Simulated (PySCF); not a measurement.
# CH₂BF₃S: runs on many settings

Aim: see how CH₂BF₃S (`BSC(F)(F)F`) answers to the choice of functional, basis, grid and SCF options, and what happens with inputs that are wrong on purpose.

Programs: PySCF 2.14.0, with density-fitted response routines of our own. Each step states its level of theory. These are calculated values for one molecule in the gas phase, unless marked as measured. Atoms are numbered from 0 throughout.

1 further run of the same task is left out (for a known fault of the program).

## Step 1: The starting structure

8 atoms, charge 0, multiplicity 1; geometry from: GFN2-xTB.

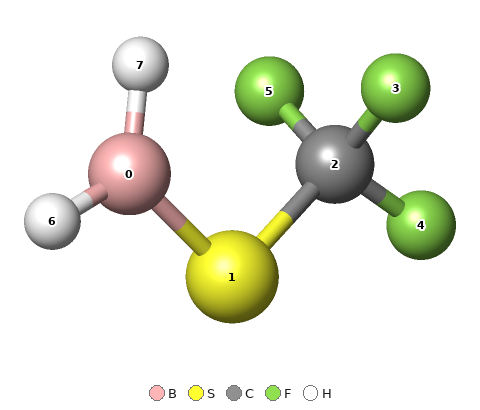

The starting geometry (boron pink, sulfur yellow, carbon grey, fluorine green, hydrogen white), atoms numbered; sticks join atoms by distance.

## Step 2: NMR shieldings: PBE0/pcSseg-1

The job: settings as JSON, then the geometry in Å.

```
{"job": {"kind": "nmr", "xc": "PBE0", "basis": "pcSseg-1"}, "charge": 0, "multiplicity": 1}
B      1.589420     0.040097    -0.114274
S      0.282320    -1.011158    -0.625919
C     -1.180900    -0.109746     0.031274
F     -1.282133     1.113968    -0.487552
F     -2.299496    -0.762424    -0.256653
F     -1.122887     0.027918     1.355814
H      2.660969    -0.302681    -0.408410
H      1.361764     1.013437     0.481154
```

With the program's defaults for keys left out, this is: GIAO PBE0/pcSseg-1 NMR shielding, non-relativistic, gas phase.

The run is started by

```bash
OMP_NUM_THREADS=1 python probes_run.py task.json out
```

One launch serves the whole session: the jobs run in the order shown.

What it wrote:

```text
coarse grid: 8296 points
cycle   1  E = -761.1407719476  dE =  9.007e-01  |g| = 8.971e-01  |ddm| = 2.472e+00
cycle   2  E = -760.9511894658  dE =  1.896e-01  |g| = 1.437e+00  |ddm| = 1.135e+00
cycle   3  E = -761.2845923000  dE = -3.334e-01  |g| = 2.865e-02  |ddm| = 7.006e-01
cycle   4  E = -761.2846923235  dE = -1.000e-04  |g| = 1.872e-02  |ddm| = 4.397e-02
cycle   5  E = -761.2847713116  dE = -7.899e-05  |g| = 5.906e-03  |ddm| = 2.207e-02
cycle   6  E = -761.2847796573  dE = -8.346e-06  |g| = 1.187e-03  |ddm| = 6.165e-03
final grid: 79720 points
cycle   7  E = -761.3386602148  dE = -3.696e-05  |g| = 6.221e-03  |ddm| = 1.927e-02
cycle   8  E = -761.3386557293  dE =  4.486e-06  |g| = 7.964e-03  |ddm| = 1.001e-02
cycle   9  E = -761.3386687194  dE = -1.299e-05  |g| = 4.456e-04  |ddm| = 5.750e-03
cycle  10  E = -761.3386687508  dE = -3.135e-08  |g| = 1.997e-04  |ddm| = 4.594e-04
cycle  11  E = -761.3386687584  dE = -7.648e-09  |g| = 6.449e-05  |ddm| = 2.002e-04
cycle  12  E = -761.3386687596  dE = -1.152e-09  |g| = 6.317e-06  |ddm| = 7.483e-05
cycle  13  E = -761.3386687596  dE = -1.046e-11  |g| = 2.424e-06  |ddm| = 7.789e-06
converged SCF energy = -761.3386687596

GIAO shielding tensors (ppm)
atom      isotropic    diamagn.    paramagn.     s11        s22        s33       span
  0 B       33.881     196.177    -162.296    -34.467      0.934    135.177    169.644
  1 S      235.667    1056.670    -821.003     46.216    311.531    349.255    303.039
  2 C       46.170     242.506    -196.336     41.755     44.235     52.520     10.765
  3 F      217.385     474.194    -256.808    156.824    173.942    321.390    164.566
  4 F      234.576     470.464    -235.888    170.454    211.184    322.090    151.636
  5 F      217.476     474.214    -256.738    156.821    174.179    321.428    164.607
  6 H       24.522      28.861      -4.339     19.467     26.961     27.139      7.672
  7 H       24.067      29.746      -5.680     16.787     25.833     29.580     12.793
```

It took 12 s on 1 thread of Intel Xeon Platinum 8259CL at 2.50GHz, shared host; peak memory 0.53 GiB.

The references, computed at this level on geometries of the same kind, shield at (ppm): 1H TMS 31.72, 13C TMS 186.9, 19F CFCl3 170.9, 11B BF3·OEt2 100.1, 33S CS2 504. Their shielding less the atom's gives the shift. The references are single molecules in the gas phase, so shifts against H2O, NH3, PH3, H3PO4 or CFCl3 are not on the usual liquid scales and can be off by tens of ppm. Atoms listed in one row are averaged.

```tsv
atoms	environment	σ (ppm)	δ (ppm)	δ scaled to CDCl3
C2	CF3 carbon	46.2	140.8	131.1
H6, H7	hydrogen on a boron bonded to S	24.29	7.42	–
B0	boron bonded to S, 2 H	33.9	66.2	–
S1	sulfur bonded to C, B	236	268	–
F3, F4, F5	fluorine of an SCF3 group	223.1	-52.2	–
```

The scaled column applies a straight-line fit of computed shieldings to shifts measured in CDCl3, with any fitted terms for Cl, Br or S neighbours; 19F shifts take a fit of their own (root-mean-square error 0.16 ppm for H, 1.9 ppm for C).

Charges from the same density, by scheme (e):

```tsv
atoms	Mulliken	IAO	Hirshfeld	ESP fit
B0	0.02	-0.17	0.08	0.16
S1	-0.06	0.17	0.01	-0.13
C2	0.67	0.71	0.25	0.43
F3, F4, F5	-0.24	-0.26	-0.08	-0.13
```

Hirshfeld charges:

```tsv
atom	value (e)
B0	0.08
S1	0.01
C2	0.25
F3	-0.08
F4	-0.08
F5	-0.08
H6	-0.04
H7	-0.05
```

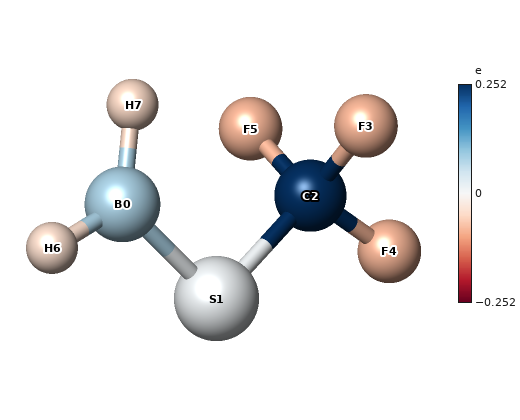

Hirshfeld charges, as colours on the atoms.

Mayer bond orders: B0–S1 1.24, S1–C2 1.00, C2–F3 1.01, C2–F4 1.03, C2–F5 1.01.

## Step 3: TDDFT and polarisability: PBE0/def2-SVPD

The job, as its differences from that of step 2:

```diff
@@ -1,2 +1,2 @@
-{"job": {"kind": "nmr", "xc": "PBE0", "basis": "pcSseg-1"}, "charge": 0, "multiplicity": 1}
+{"job": {"kind": "uv", "xc": "PBE0", "basis": "def2-SVPD", "nstates": 6, "ntriplets": 2}, "charge": 0, "multiplicity": 1}
 B      1.589420     0.040097    -0.114274
```

With the program's defaults for keys left out, this is: TDDFT PBE0/def2-SVPD, vertical, gas phase, core orbitals frozen in the response.

What it wrote:

```text
coarse grid: 8296 points
cycle   1  E = -760.7939855246  dE =  8.647e-01  |g| = 8.448e-01  |ddm| = 3.342e+00
cycle   2  E = -760.6167762192  dE =  1.772e-01  |g| = 1.344e+00  |ddm| = 1.749e+00
cycle   3  E = -760.9291633693  dE = -3.124e-01  |g| = 3.099e-02  |ddm| = 1.085e+00
cycle   4  E = -760.9293090870  dE = -1.457e-04  |g| = 1.929e-02  |ddm| = 8.360e-02
cycle   5  E = -760.9293973841  dE = -8.830e-05  |g| = 6.113e-03  |ddm| = 3.140e-02
cycle   6  E = -760.9294071387  dE = -9.755e-06  |g| = 1.028e-03  |ddm| = 7.979e-03
final grid: 79720 points
cycle   7  E = -761.0113603038  dE = -2.805e-05  |g| = 6.309e-03  |ddm| = 4.404e-02
cycle   8  E = -761.0113551381  dE =  5.166e-06  |g| = 8.078e-03  |ddm| = 1.631e-02
cycle   9  E = -761.0113697970  dE = -1.466e-05  |g| = 4.421e-04  |ddm| = 8.624e-03
cycle  10  E = -761.0113698356  dE = -3.863e-08  |g| = 1.745e-04  |ddm| = 8.622e-04
cycle  11  E = -761.0113698421  dE = -6.494e-09  |g| = 6.005e-05  |ddm| = 2.581e-04
cycle  12  E = -761.0113698431  dE = -1.010e-09  |g| = 7.964e-06  |ddm| = 8.034e-05
cycle  13  E = -761.0113698431  dE = -1.728e-11  |g| = 2.234e-06  |ddm| = 1.800e-05
converged SCF energy = -761.0113698431

Static polarisability (au): isotropic 50.205, principal 40.550 48.414 61.651

Singlet excitations
state   eV       nm        f      main configurations
  1   6.2102    199.6   0.00004   H-1->L 0.98
  2   6.3915    194.0   0.13736   H->L 0.95
  3   6.9398    178.7   0.00143   H-2->L 0.74, H->L+1 0.24
  4   7.1753    172.8   0.00033   H->L+1 0.74, H-2->L 0.24
  5   8.2413    150.4   0.00128   H-3->L 0.97
  6   8.3463    148.5   0.11482   H-1->L+1 0.89

Triplet excitations (Tamm-Dancoff, eV): 4.7792 5.5589
```

Wall time 15 s (1 thread of Intel Xeon Platinum 8259CL at 2.50GHz, shared host); peak memory 0.65 GiB.

The orbitals next to the gap, with their largest atomic shares:

```tsv
orbital	eV	atoms
HOMO−3	-11.74	S1 22 %, B0 22 %, H7 14 %
HOMO−2	-10.72	B0 35 %, S1 26 %, H6 22 %
HOMO−1	-9.76	S1 43 %, B0 22 %, H7 14 %
HOMO	-9.09	S1 69 %, B0 16 %, C2 5 %
LUMO	-1.85	B0 52 %, S1 25 %, H6 9 %
LUMO+1	-0.20	S1 51 %, C2 20 %, B0 12 %
LUMO+2	0.64	B0 43 %, S1 31 %, C2 6 %
```

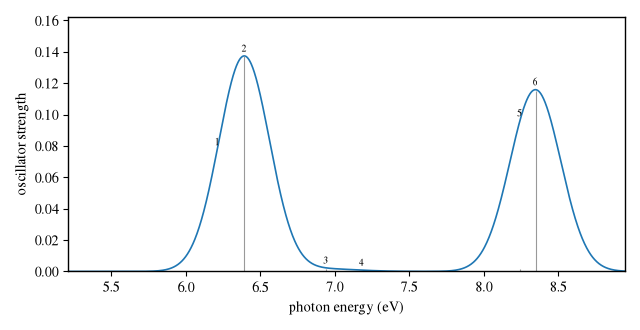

Absorption spectrum from the 6 singlet states computed; above the last one it falls off for lack of states. Lines are broadened to a width of 0.40 eV (Gaussian).

Further results of this job:

```tsv
property	computed
dipole moment (D)	1.07
polarisability (Å³)	7.44
HOMO–LUMO gap (eV)	7.24
−ε(HOMO) (eV)	9.09
```

## Step 4: Excited states and response: HF/Sadlej pVTZ

The job, as its differences from that of step 3:

```diff
@@ -1,2 +1,2 @@
-{"job": {"kind": "uv", "xc": "PBE0", "basis": "def2-SVPD", "nstates": 6, "ntriplets": 2}, "charge": 0, "multiplicity": 1}
+{"job": {"kind": "uv", "xc": "HF", "basis": "Sadlej pVTZ", "nstates": 3, "ntriplets": 2, "tda": true, "scf": {"diis": false, "max_cycle": 64}}, "charge": 0, "multiplicity": 1}
 B      1.589420     0.040097    -0.114274
```

Level: HF/Sadlej pVTZ.

What it wrote:

```text
KeyError: 'Element b (Z=5) not found in basis Sadlej pVTZ version 1'
```

Wall time 0.01 s (1 thread of Intel Xeon Platinum 8259CL at 2.50GHz, shared host).

Diagnosis: The basis Sadlej pVTZ has no functions for an element of the molecule, so the input was refused before any integral. Cure: choose a basis that covers all elements.

## Step 5: Shielding tensors: BHandHLYP/pcSseg-1

The job, as its differences from that of step 4:

```diff
@@ -1,2 +1,2 @@
-{"job": {"kind": "uv", "xc": "HF", "basis": "Sadlej pVTZ", "nstates": 3, "ntriplets": 2, "tda": true, "scf": {"diis": false, "max_cycle": 64}}, "charge": 0, "multiplicity": 1}
+{"job": {"kind": "nmr", "xc": "BHandHLYP", "basis": "pcSseg-1", "pop": false}, "charge": 0, "multiplicity": 1}
 B      1.589420     0.040097    -0.114274
```

Level: GIAO BHandHLYP/pcSseg-1 NMR shielding, non-relativistic, gas phase.

What it wrote:

```text
coarse grid: 8296 points
cycle   1  E = -761.4851817905  dE =  9.724e-01  |g| = 9.434e-01  |ddm| = 2.415e+00
cycle   2  E = -761.4457715832  dE =  3.941e-02  |g| = 1.142e+00  |ddm| = 1.013e+00
cycle   3  E = -761.6530306912  dE = -2.073e-01  |g| = 3.624e-02  |ddm| = 5.399e-01
cycle   4  E = -761.6533463279  dE = -3.156e-04  |g| = 1.986e-02  |ddm| = 5.195e-02
cycle   5  E = -761.6534322559  dE = -8.593e-05  |g| = 4.448e-03  |ddm| = 2.023e-02
cycle   6  E = -761.6534372762  dE = -5.020e-06  |g| = 9.661e-04  |ddm| = 5.744e-03
final grid: 79720 points
cycle   7  E = -761.6866806945  dE = -1.238e-05  |g| = 2.913e-03  |ddm| = 8.220e-03
cycle   8  E = -761.6866808125  dE = -1.180e-07  |g| = 2.920e-03  |ddm| = 3.471e-03
cycle   9  E = -761.6866819993  dE = -1.187e-06  |g| = 1.794e-04  |ddm| = 1.523e-03
cycle  10  E = -761.6866820041  dE = -4.779e-09  |g| = 1.037e-04  |ddm| = 2.333e-04
cycle  11  E = -761.6866820066  dE = -2.447e-09  |g| = 1.291e-05  |ddm| = 9.646e-05
cycle  12  E = -761.6866820066  dE = -3.547e-11  |g| = 2.573e-06  |ddm| = 1.217e-05
converged SCF energy = -761.6866820066

GIAO shielding tensors (ppm)
atom      isotropic    diamagn.    paramagn.     s11        s22        s33       span
  0 B       35.806     194.978    -159.172    -30.383      3.888    133.913    164.296
  1 S      248.608    1056.460    -807.852     53.754    345.184    346.886    293.131
  2 C       50.452     241.013    -190.562     45.177     45.927     60.252     15.075
  3 F      235.069     474.803    -239.734    169.098    195.798    340.311    171.213
  4 F      250.180     471.057    -220.877    180.076    230.334    340.131    160.055
  5 F      235.155     474.825    -239.670    169.130    195.996    340.338    171.207
  6 H       24.989      29.055      -4.065     20.225     27.114     27.630      7.405
  7 H       24.558      29.914      -5.356     17.648     25.980     30.047     12.399
```

Run time: 8.8 s. Hardware: 1 thread of Intel Xeon Platinum 8259CL at 2.50GHz, shared host; peak memory 0.55 GiB.

This run: σ C2 50.5, B0 35.8, S1 249, F3 240.1, H6 24.77 ppm (means over like atoms).

## Step 6: Side by side: NMR shifts

Shifts (ppm), means over like atoms, with basis size and wall time:

```tsv
run	C2	H6	B0	F3	functions	time
PBE0/pcSseg-1	140.8	7.42	66.2	-52.2	119	12 s
BHandHLYP/pcSseg-1	136.1	7.12	68.1	-41.6	119	8.8 s
```

## Step 7: Summary of results

| quantity | value |
| --- | --- |
| 13C shifts against TMS (PBE0/pcSseg-1) | 140.8 ppm |
| 1H shifts against TMS (PBE0/pcSseg-1, means over atoms taken as alike) | 7.42 ppm |
| 11B shifts against BF3·OEt2 (PBE0/pcSseg-1) | 66.2 ppm |
| 33S shifts against CS2 (PBE0/pcSseg-1) | 268 ppm |
| 19F shifts against CFCl3 (PBE0/pcSseg-1, means over atoms taken as alike) | -52.2 ppm |
| lowest singlet (PBE0/def2-SVPD) | 6.21 eV (200 nm), f = 0.000 |
| brightest single state of those computed | state 2, 6.39 eV, f = 0.137 |
| lowest triplet | 4.78 eV |
| range of the shift of F3 (with its like atoms) | -52.2 to -41.6 ppm |
| property runs in this session | 4, of which 1 failed and 0 gave unsound results |

What this shows: Single values in the summary come from the first sound run of each kind (PBE0/pcSseg-1; PBE0/def2-SVPD), which need not be the best level. At PBE0/pcSseg-1: The largest span, 303 ppm, is at S1, where the paramagnetic term is -821 ppm. The lowest singlet, at 6.21 eV, is HOMO−1→LUMO 0.98 and is dark; of the 6 states computed, the strongest absorption comes from state 2 at 6.39 eV (the last state computed absorbs too, and its partners may lie past the list). The lowest triplet lies 1.43 eV below the lowest singlet (triplets in Tamm-Dancoff, singlets in full TDDFT). Among the atoms with a shift in every run: Across the 2 runs the shift of F3 (with its like atoms) moves most, between -52.2 (PBE0/pcSseg-1) and -41.6 ppm (BHandHLYP/pcSseg-1).
